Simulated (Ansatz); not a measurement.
CH$_{5}$NO: several calculations on one system

### Relaxation

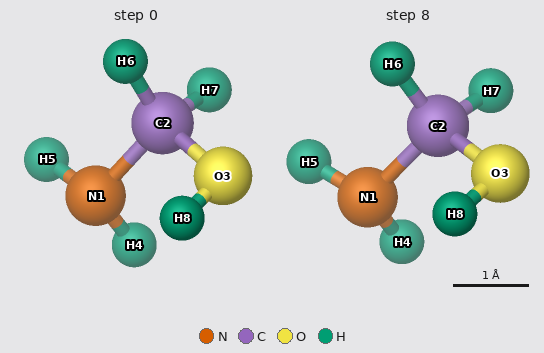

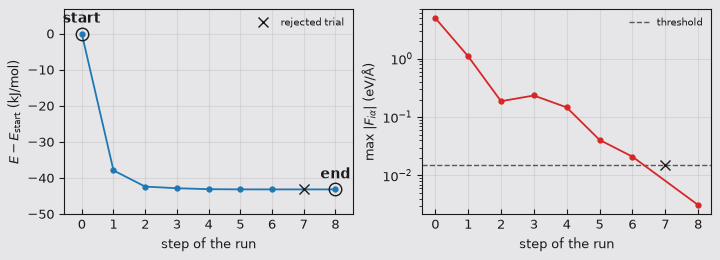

First and last geometry of a relaxation of CH5NO, with the history of the run. The picture is a ball-and-stick view, seen from a free direction.

The run prepares an end point of a later path (torsion) calculation, from a guessed geometry.

Method: RKS BLYP-D4/def2-SVP in Ansatz.

Input
```yaml
crystal:
  periodic: [false, false, false]
  atoms:
    - { symbol: "N", position_ang: [-0.6035, -0.1803, -0.6926] }
    - { symbol: C, position_ang: [0.258, 0.3513, 0.2899] }
    - { symbol: O, position_ang: [0.6018, -0.7447, 1.0583] }
    - { symbol: H, position_ang: [-0.0707, -0.7917, -1.2888] }
    - { symbol: H, position_ang: [-0.901, 0.6259, -1.3419] }
    - { symbol: H, position_ang: [-0.2183, 1.1179, 0.9268] }
    - { symbol: H, position_ang: [1.1803, 0.7972, -0.1595] }
    - { symbol: H, position_ang: [-0.1544, -1.2328, 1.1521] }
basis:
  gaussian: { orbitals: def2-SVP }
hamiltonian:
  xc: blyp
  dispersion: d4
relax:
  f_tol: 0.015
  max_steps: 40
output:
  orbitals: {}
```

Run as
```bash
ansatz run input.yaml --threads 1 --pin off --max-ram 2048MiB --backend cpu --events-out ev --progress --plain --runs-dir out
```

### Read the history and describe the run.

It converged. The atom that moves furthest after the best rigid fit is H4 (0.25 Å). Largest moves by element: H 0.25 Å, O 0.10 Å, N 0.10 Å, C 0.06 Å. Some distances before and after: O3–H8 0.905 → 0.980 Å, N1–C2 1.411 → 1.460 Å, N1–H5 1.077 → 1.028 Å, C2–O3 1.382 → 1.417 Å. Bond angles that change, for instance: N1–C2–H6 113.6° → 106.8°, N1–C2–O3 103.9° → 110.5°, O3–C2–H7 109.5° → 104.7°. The energy falls by 43.2 kJ/mol in 7 accepted moves (8 points after the start). Largest force component: 5 eV/Å at the start, 0.0031 eV/Å at the end. The line search rejected the trial step at point 7 of the run.

```tsv
step	E − E(0), kJ/mol	largest force component, eV/Å	note
0	0.00	4.9555	
1	-37.91	1.0984	
2	-42.40	0.1871	
3	-42.85	0.2343	
4	-43.11	0.1465	
5	-43.17	0.0407	
6	-43.17	0.0210	
7	-43.17	0.0150	rejected
8	-43.17	0.0031
```

### Relaxation

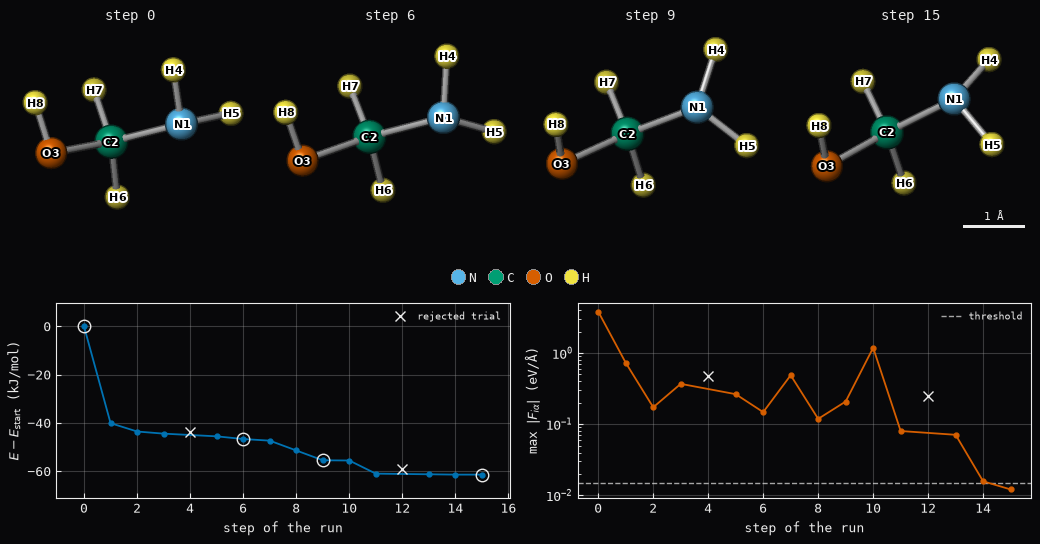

Frames of a relaxation of CH$_{5}$NO, marked on the history of the run. The picture is a ball-and-stick view, seen from a free direction.

The run prepares an end point of a later path (torsion) calculation, from a guessed geometry.

All numbers below come from Ansatz, RKS BLYP-D4/def2-SVP.

The input:
```yaml
crystal:
  periodic: [false, false, false]
  atoms:
    - { symbol: "N", position_ang: [-0.6035, -0.1803, -0.6926] }
    - { symbol: C, position_ang: [0.258, 0.3513, 0.2899] }
    - { symbol: O, position_ang: [0.6018, -0.7447, 1.0583] }
    - { symbol: H, position_ang: [-0.0707, -0.7917, -1.2888] }
    - { symbol: H, position_ang: [-0.901, 0.6259, -1.3419] }
    - { symbol: H, position_ang: [-0.2183, 1.1179, 0.9268] }
    - { symbol: H, position_ang: [1.1803, 0.7972, -0.1595] }
    - { symbol: H, position_ang: [1.24422, -1.18373, 0.59632] }
basis:
  gaussian: { orbitals: def2-SVP }
hamiltonian:
  xc: blyp
  dispersion: d4
relax:
  f_tol: 0.015
  max_steps: 40
```

Run as
```bash
ansatz run input.yaml --threads 1 --pin off --max-ram 2048MiB --backend cpu --events-out ev --progress --plain --runs-dir out
```

Describe the path.

H4 moves most after the best rigid fit: 1.19 Å. By element the largest moves are H 1.19 Å, N 0.43 Å, O 0.27 Å, C 0.17 Å. Some distances before and after: O3–H8 0.905 → 0.980 Å, N1–C2 1.411 → 1.460 Å, N1–H5 1.077 → 1.029 Å, C2–O3 1.382 → 1.417 Å. Bond angles that change, for instance: N1–C2–O3 103.9° → 110.5°, N1–C2–H7 112.0° → 106.8°, O3–C2–H6 109.7° → 104.7°. Groups turn about N1–C2 by about 100°, C2–O3 by about 35°. Over 13 accepted moves (15 points after the start) the energy falls by 61.4 kJ/mol. The largest force component goes from 3.8 to 0.012 eV/Å. The line search rejected the trial steps at points 4, 12 of the run. Cost: 28 s on 1 thread of Arm Neoverse V1, on a shared host, peak memory 0.23 GiB. From step 0 to 6: H4 moves most (0.39 Å), energy −46.6 kJ/mol. From step 6 to 9: H5 moves most (0.54 Å), energy −8.80 kJ/mol. From step 9 to 15: H5 moves most (0.42 Å), energy −5.94 kJ/mol.

```tsv
step	E − E(0), kJ/mol	largest force component, eV/Å	note
0	0.00	3.8250	
1	-40.05	0.7299	
2	-43.51	0.1729	
3	-44.40	0.3694	
4	-43.63	0.4777	rejected
5	-45.51	0.2644	
6	-46.63	0.1479	
7	-47.30	0.4882	
8	-51.37	0.1190	
9	-55.43	0.2086	
10	-55.53	1.1886	
11	-60.97	0.0802	
12	-58.89	0.2482	rejected
13	-61.23	0.0710	
14	-61.37	0.0158	
15	-61.37	0.0121
```

### Path

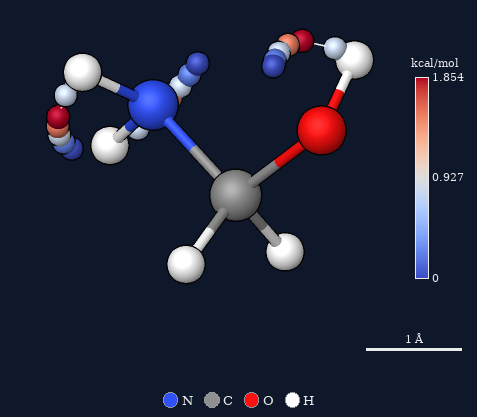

A nudged-elastic-band calculation for CH₅NO. Images are numbered from 0 (start) to 6 (end). The start is drawn whole; smaller spheres mark the moving atoms (H) in the later images, joined by lines and coloured by the energy of the image relative to the start. The picture is a ball-and-stick view, seen at a tilt.

Level of theory: RKS BLYP-D4/def2-SVP (Ansatz 0.2.0). Run with 5 movable images; climbing image; force threshold 0.05 eV/Å; iteration limit 60; starting path through a guess of the saddle point.

Q: Describe the path and its energy.

A: The motion is a rotation about the C–O bond by about 95°, with a turn of about 80° about C–N. No bond forms or breaks between the ends. Among the angles between lasting bonds that change up to the highest image: N–C–H 115.2° → 110.5°, O–C–H 104.7° → 108.9°. The two ends have the same energy, and the highest point, image 2, lies 1.85 kcal/mol above the start. The band converged in 10 iterations. The largest component of the band force went from 10 to 0.022 eV/Å. The climbing image converged on the top of the path. Its vibrational analysis gives one imaginary mode (301i cm⁻¹), as a transition state must have.
